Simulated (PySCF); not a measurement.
Geometry relaxation of CuF

The run: geometry relaxation of CuF, SMILES [F][Cu]. Method and program: RPBE/def2-TZVP, RKS, dispersion D3(0) (PySCF 2.14.0).

The geometry: force field. Figures and captions count atoms from 1; the log counts them from 0 in places.

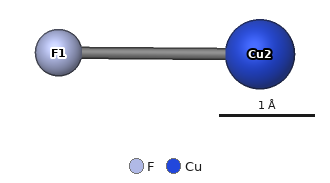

Figure 1. The input geometry (ball-and-stick view, seen on its broad side; atoms are numbered from 1 in the order of the input). Sticks mark near contacts.

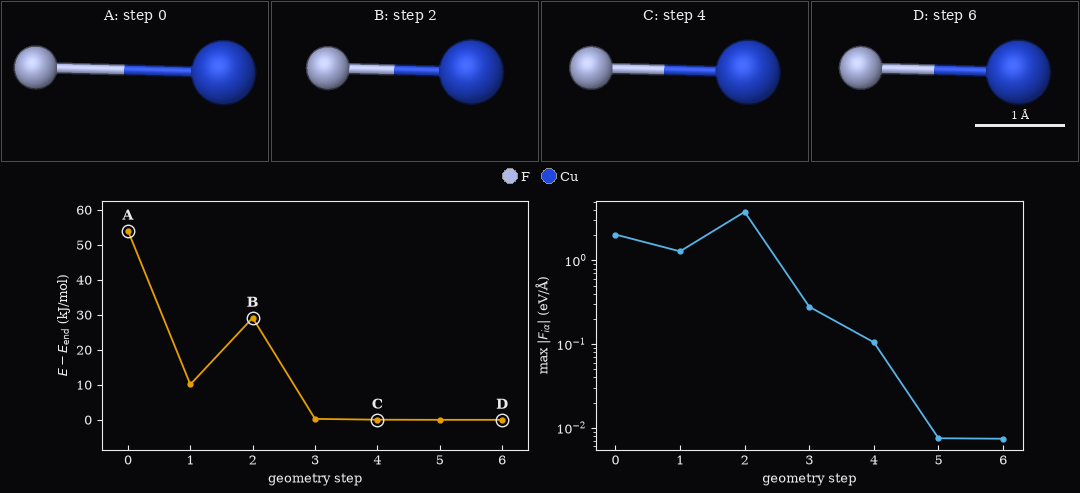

Figure 2. Frames of the relaxation (ball-and-stick view, seen at a tilt) above the curves, on which the letters mark them (steps are counted from 0).

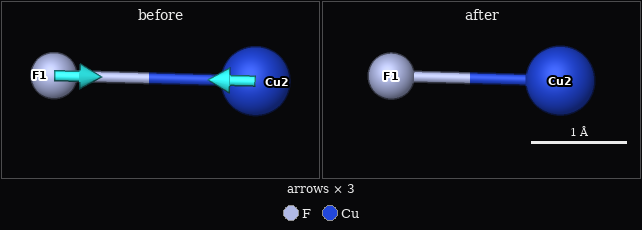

Figure 3. Before (left) and after (right) the relaxation, at one scale (ball-and-stick view, seen at a tilt). The teal arrows give the displacements, magnified 3 times. The largest moves after the best rigid fit, 0.17 Å, are those of F1 and Cu2. Largest moves by element: Cu 0.17 Å, F 0.17 Å. Among the contacts that change: F1–Cu2 2.124 → 1.781 Å. After 6 geometry steps the energy has fallen by 54.0 kJ/mol. Largest force component: 2 eV/Å at the start, 0.0074 eV/Å at the end. (Atoms are counted from 1 in the order of the input.)

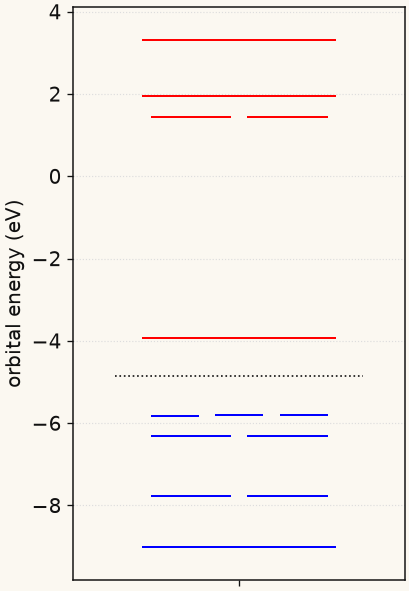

Figure 4. Orbital energies near the frontier; the dotted line parts filled from empty levels, and levels within 0.02 eV of each other stand side by side. Highest filled −5.81 eV, lowest empty −3.92 eV, 1.89 eV apart.

The input that produced these results follows, with the program's output.

Input file (job.py):
```python
# [F][Cu]
from pyscf import gto, dft
from pyscf.geomopt.geometric_solver import kernel as optimise

system = gto.Mole()
system.atom = '''
F      0.918500    -0.353700     0.455800
Cu    -0.889100     0.293600    -0.451800
'''
system.basis = 'def2-tzvp'
system.spin = 0
system.max_memory = 1860
system.charge = 0
system.verbose = 3
system.build()

mf = dft.RKS(system, xc='rpbe')
mf.disp = 'd3zero'
converged, mol_eq = optimise(mf, maxsteps=100)
print('converged:', converged)
print(mol_eq.tostring())

mf.reset(mol_eq)
system = mol_eq
mf.kernel()
if not mf.converged:
    mf = mf.newton().run(mf.mo_coeff, mf.mo_occ)
e_final = mf.e_tot
print('E = %.10f Eh' % e_final)
```

Run as:
```bash
OMP_NUM_THREADS=1 python job.py
```

What the program printed:
```
#|     Arguments passed to driver run_optimizer():      |#
customengine              <pyscf.geomopt.geometric_solver.PySCFEngine object>
maxiter                   100
----------------------------------------------------------
Custom engine selected.
Bonds will be generated from interatomic distances less than 1.20 times sum of covalent radii
6 internal coordinates being used (instead of 6 Cartesians)
Internal coordinate system (atoms numbered from 1):
Distance 1-2
Translation-X 1-2
Translation-Y 1-2
Translation-Z 1-2
Rotation-A 1-2
Rotation-B 1-2
Rotation-C 1-2
<class 'geometric.internal.Distance'> : 1
<class 'geometric.internal.TranslationX'> : 1
<class 'geometric.internal.TranslationY'> : 1
<class 'geometric.internal.TranslationZ'> : 1
<class 'geometric.internal.RotationA'> : 1
<class 'geometric.internal.RotationB'> : 1
<class 'geometric.internal.RotationC'> : 1
> ===== Optimization Info: ====
> Job type: Energy minimization
> Maximum number of optimization cycles: 100
> Initial / maximum trust radius (Angstrom): 0.100 / 0.300
> Convergence Criteria:
> Will converge when all 5 criteria are reached:
>  |Delta-E| < 1.00e-06
>  RMS-Grad  < 3.00e-04
>  Max-Grad  < 4.50e-04
>  RMS-Disp  < 1.20e-03
>  Max-Disp  < 1.80e-03
> === End Optimization Info ===

Geometry optimization cycle 1
Cartesian coordinates (Angstrom)
 Atom        New coordinates             dX        dY        dZ
   F   0.918500  -0.353700   0.455800    0.000000  0.000000  0.000000
  Cu  -0.889100   0.293600  -0.451800    0.000000  0.000000  0.000000

WARN: Mole.unit (angstrom) is changed to Bohr

converged SCF energy = -1740.33061535723
--------------- RKS_Scanner gradients ---------------
         x                y                z
0 F     0.0395899644    -0.0141765355     0.0198768993
1 Cu    -0.0396239530     0.0141892559    -0.0198949056
----------------------------------------------
cycle 1: E = -1740.33061536  dE = -1740.33  norm(grad) = 0.0658075
Step    0 : Gradient = 4.653e-02/4.655e-02 (rms/max) Energy = -1740.3306153572
Hessian Eigenvalues: 5.00000e-02 5.00000e-02 5.00000e-02 ... 5.00000e-02 5.00000e-02 1.12152e-01

Geometry optimization cycle 2
Cartesian coordinates (Angstrom)
 Atom        New coordinates             dX        dY        dZ
   F   0.825412  -0.320378   0.409088   -0.093088  0.033322 -0.046712
  Cu  -0.795292   0.260008  -0.404707    0.093808 -0.033592  0.047093
converged SCF energy = -1740.34735014776
--------------- RKS_Scanner gradients ---------------
         x                y                z
0 F     0.0248483040    -0.0088885391     0.0124809706
1 Cu    -0.0249501295     0.0089361946    -0.0125265006
----------------------------------------------
cycle 2: E = -1740.34735015  dE = -0.0167348  norm(grad) = 0.0413702
Step    1 : Displace = 1.098e-01/1.098e-01 (rms/max) Trust = 1.000e-01 (=) Grad = 2.925e-02/2.931e-02 (rms/max) E (change) = -1740.3473501478 (-1.673e-02) Quality = 1.734
Hessian Eigenvalues: 4.16374e-02 5.00000e-02 5.00000e-02 ... 5.00000e-02 5.00000e-02 5.00111e-02

Geometry optimization cycle 3
Cartesian coordinates (Angstrom)
 Atom        New coordinates             dX        dY        dZ
   F   0.706976  -0.278305   0.349474   -0.118436  0.042073 -0.059613
  Cu  -0.672947   0.216106  -0.343345    0.122345 -0.043902  0.061361
converged SCF energy = -1740.34009730854
--------------- RKS_Scanner gradients ---------------
         x                y                z
0 F    -0.0739118751     0.0265185435    -0.0370818825
1 Cu     0.0737143340    -0.0264100294     0.0370098028
----------------------------------------------
cycle 3: E = -1740.34009731  dE = 0.00725284  norm(grad) = 0.122647
Step    2 : Displace = 1.414e-01/1.414e-01 (rms/max) Trust = 1.414e-01 (+) Grad = 8.672e-02/8.684e-02 (rms/max) E (change) = -1740.3400973085 (+7.253e-03) Quality = -0.749
Hessian Eigenvalues: 4.99983e-02 5.00000e-02 5.00000e-02 ... 5.00000e-02 5.00000e-02 2.16990e-01

Geometry optimization cycle 4
Cartesian coordinates (Angstrom)
 Atom        New coordinates             dX        dY        dZ
   F   0.767355  -0.300019   0.379721    0.060379 -0.021714  0.030247
  Cu  -0.732941   0.237586  -0.373475   -0.059994  0.021480 -0.030129
converged SCF energy = -1740.35109757789
--------------- RKS_Scanner gradients ---------------
         x                y                z
0 F    -0.0054335443     0.0019710348    -0.0027125744
1 Cu     0.0052760989    -0.0018891210     0.0026501374
----------------------------------------------
cycle 4: E = -1740.35109758  dE = -0.0110003  norm(grad) = 0.00889919
Step    3 : Displace = 7.071e-02/7.071e-02 (rms/max) Trust = 7.071e-02 (-) Grad = 6.293e-03/6.385e-03 (rms/max) E (change) = -1740.3510975779 (-1.100e-02) Quality = 0.713
Hessian Eigenvalues: 4.99984e-02 5.00000e-02 5.00000e-02 ... 5.00000e-02 5.00000e-02 3.00962e-01

Geometry optimization cycle 5
Cartesian coordinates (Angstrom)
 Atom        New coordinates             dX        dY        dZ
   F   0.773703  -0.302739   0.382629    0.006349 -0.002720  0.002908
  Cu  -0.735993   0.238598  -0.375067   -0.003052  0.001012 -0.001593
converged SCF energy = -1740.35118568683
--------------- RKS_Scanner gradients ---------------
         x                y                z
0 F    -0.0020448461     0.0007577583    -0.0010118772
1 Cu     0.0018922383    -0.0006770403     0.0009511218
----------------------------------------------
cycle 5: E = -1740.35118569  dE = -8.81089e-05  norm(grad) = 0.00327461
Step    4 : Displace = 5.531e-03/5.531e-03 (rms/max) Trust = 7.071e-02 (=) Grad = 2.315e-03/2.404e-03 (rms/max) E (change) = -1740.3511856868 (-8.811e-05) Quality = 1.333
Hessian Eigenvalues: 4.91995e-02 5.00000e-02 5.00000e-02 ... 5.00000e-02 5.00000e-02 1.92388e-01

Geometry optimization cycle 6
Cartesian coordinates (Angstrom)
 Atom        New coordinates             dX        dY        dZ
   F   0.779027  -0.305386   0.384867    0.005323 -0.002647  0.002238
  Cu  -0.736186   0.238535  -0.375259   -0.000193 -0.000062 -0.000191
converged SCF energy = -1740.35119960828
--------------- RKS_Scanner gradients ---------------
         x                y                z
0 F    -0.0001462063     0.0000789062    -0.0000593074
1 Cu    -0.0000028353     0.0000024844     0.0000000664
----------------------------------------------
cycle 6: E = -1740.35119961  dE = -1.39214e-05  norm(grad) = 0.000176448
Step    5 : Displace = 3.261e-03/3.261e-03 (rms/max) Trust = 1.000e-01 (+) Grad = 1.248e-04/1.764e-04 (rms/max) E (change) = -1740.3511996083 (-1.392e-05) Quality = 0.941
Hessian Eigenvalues: 4.50146e-02 5.00000e-02 5.00000e-02 ... 5.00000e-02 5.00002e-02 1.95241e-01

Geometry optimization cycle 7
Cartesian coordinates (Angstrom)
 Atom        New coordinates             dX        dY        dZ
   F   0.781039  -0.306685   0.385567    0.002012 -0.001298  0.000700
  Cu  -0.734563   0.237853  -0.374513    0.001623 -0.000682  0.000746
converged SCF energy = -1740.35119956896
--------------- RKS_Scanner gradients ---------------
         x                y                z
0 F    -0.0000038167     0.0000296862     0.0000122580
1 Cu    -0.0001442771     0.0000533258    -0.0000708314
----------------------------------------------
cycle 7: E = -1740.35119957  dE = 3.9319e-08  norm(grad) = 0.000172403
Step    6 : Displace = 2.498e-04/2.498e-04 (rms/max) Trust = 1.414e-01 (+) Grad = 1.219e-04/1.693e-04 (rms/max) E (change) = -1740.3511995690 (+3.932e-08) Quality = -0.094
Hessian Eigenvalues: 4.50146e-02 5.00000e-02 5.00000e-02 ... 5.00000e-02 5.00002e-02 1.95241e-01
Converged! =D

converged: True
F           0.78103858       -0.30668463        0.38556698
Cu         -0.73456255        0.23785312       -0.37451294
converged SCF energy = -1740.35119956904
E = -1740.3511995690 Eh
```

Trajectory as extended XYZ (Å, eV, eV/Å), 7 frames, from step=0 to step=6:
```
2
Properties=species:S:1:pos:R:3:forces:R:3 step=0 energy=-47356.80857
F     0.9185   -0.3537    0.4558   -2.0358   0.7290  -1.0221
Cu   -0.8891    0.2936   -0.4518    2.0375  -0.7296   1.0230
2
Properties=species:S:1:pos:R:3:forces:R:3 step=1 energy=-47357.26395
F     0.8254   -0.3204    0.4091   -1.2778   0.4571  -0.6418
Cu   -0.7953    0.2600   -0.4047    1.2830  -0.4595   0.6441
2
Properties=species:S:1:pos:R:3:forces:R:3 step=2 energy=-47357.06659
F     0.7070   -0.2783    0.3495    3.8007  -1.3636   1.9068
Cu   -0.6729    0.2161   -0.3433   -3.7905   1.3581  -1.9031
2
Properties=species:S:1:pos:R:3:forces:R:3 step=3 energy=-47357.36592
F     0.7674   -0.3000    0.3797    0.2794  -0.1014   0.1395
Cu   -0.7329    0.2376   -0.3735   -0.2713   0.0971  -0.1363
2
Properties=species:S:1:pos:R:3:forces:R:3 step=4 energy=-47357.36832
F     0.7737   -0.3027    0.3826    0.1051  -0.0390   0.0520
Cu   -0.7360    0.2386   -0.3751   -0.0973   0.0348  -0.0489
2
Properties=species:S:1:pos:R:3:forces:R:3 step=5 energy=-47357.36870
F     0.7790   -0.3054    0.3849    0.0075  -0.0041   0.0031
Cu   -0.7362    0.2385   -0.3753    0.0001  -0.0001   0.0000
2
Properties=species:S:1:pos:R:3:forces:R:3 step=6 energy=-47357.36870
F     0.7810   -0.3067    0.3856    0.0002  -0.0015  -0.0006
Cu   -0.7346    0.2379   -0.3745    0.0074  -0.0027   0.0036
```

Key numbers:

| quantity | value |
| --- | --- |
| outcome | converged |
| total energy | −1740.351200 hartree |
| dispersion energy | −0.000047 hartree |
| basis functions | 76 |
| HOMO | −5.81 eV |
| LUMO | −3.92 eV |
| dipole moment | 4.77 D |
| hardware | 1 thread of Intel Xeon @ 2.50GHz (Skylake/Cascade Lake), 189 GiB of memory available, shared host |
| wall time | 91 s |
| peak memory | 0.47 GiB |
